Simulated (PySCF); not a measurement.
C$_{3}$H$_{9}$PSi

Input file:

```
{"job": {"kind": "uv", "xc": "CAM-B3LYP", "basis": "def2-SVPD", "nstates": 8, "ntriplets": 3}, "charge": 0, "multiplicity": 1}
Si     2.070116     0.210733    -0.236528
C      0.318859    -0.522766    -0.262198
C     -0.858360     0.418782    -0.569468
C     -1.865327    -0.257245     0.366489
P     -0.486819    -1.059908     1.353645
H      2.076702     1.362365     0.670434
H      2.394645     0.654010    -1.594845
H      3.014963    -0.806522     0.221465
H      0.278932    -1.391896    -0.928120
H     -1.152937     0.463492    -1.620114
H     -0.642088     1.434229    -0.232444
H     -2.447692    -1.025725    -0.145722
H     -2.543503     0.394117     0.916219
H     -0.158170     0.125861     2.039021
```

Launched as:

```sh
OMP_NUM_THREADS=1 python probes_run.py task.json out
```

Geometry: GFN2-xTB.

Level of theory: CAM-B3LYP/def2-SVPD, SCF density, gas phase (PySCF 2.14.0).

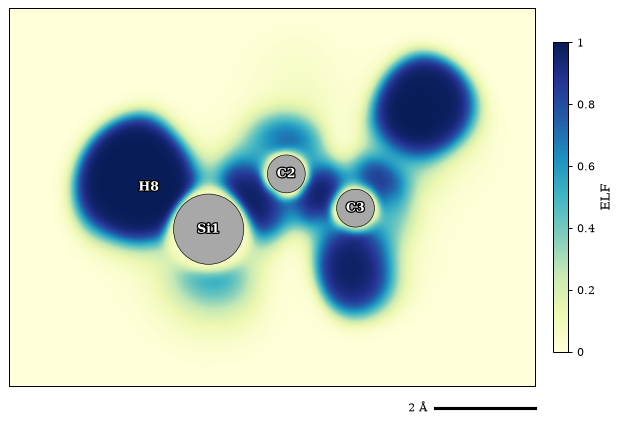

Figure 1. ELF on the plane of atoms Si1, C2 and C3. Grey discs cover the atomic cores.

### What do the fields say about this system?

The plane passes through Si, C and H nuclei.
C–C (1.54 Å): the ELF peaks at about 0.95 between the atoms, as expected for a covalent bond.
C–Si (1.90 Å): the ELF peaks at about 0.95 between the atoms; a shared electron pair.
Si–H (1.46 Å): the ELF climbs to about 1 towards the hydrogen, as it does in any bond to H.

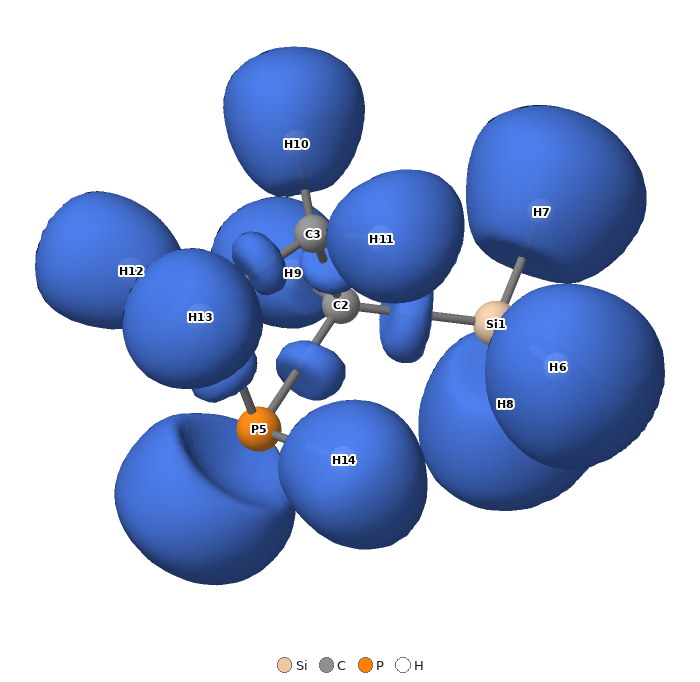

Figure 2. Isosurface of the ELF at 0.85 (blue), seen at a tilt. Only the valence region is drawn (cores and ρ < 0.01 e/Å³ removed).

### What do the ELF domains correspond to?

The surface consists of two regions between bonded C–C atoms (shared pairs), two regions between bonded C–P atoms (shared pairs), one region between bonded C–Si atoms (shared pairs), nine regions around hydrogen nuclei and one lobe on P, pointing away from the bonds (lone pairs). Profiles from the grid: C–C (1.53 Å): the ELF peaks at about 0.95 between the atoms, as expected for localised, covalent bonding. C–P (1.88 Å): the ELF peaks at about 0.95 between the atoms; a shared electron pair.

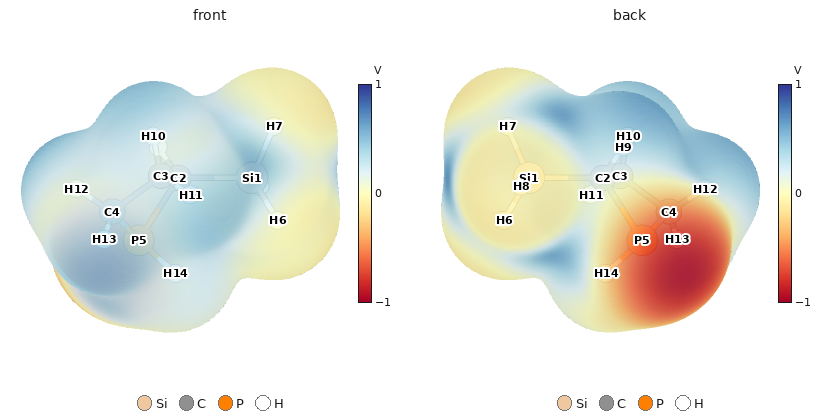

Figure 3. The electrostatic potential painted on the density surface at 0.001 e/bohr³, seen from the front and from behind; red is negative and blue positive.

### Describe the electrostatic potential map.

The most negative region (about −0.9 V, or −21 kcal/mol for a unit charge) lies over P5, the most positive (about +0.6 V, or +14 kcal/mol for a unit charge) over Si1 and H9.

### What dipole moment does the calculation give?

Its dipole moment is 1.27 D.
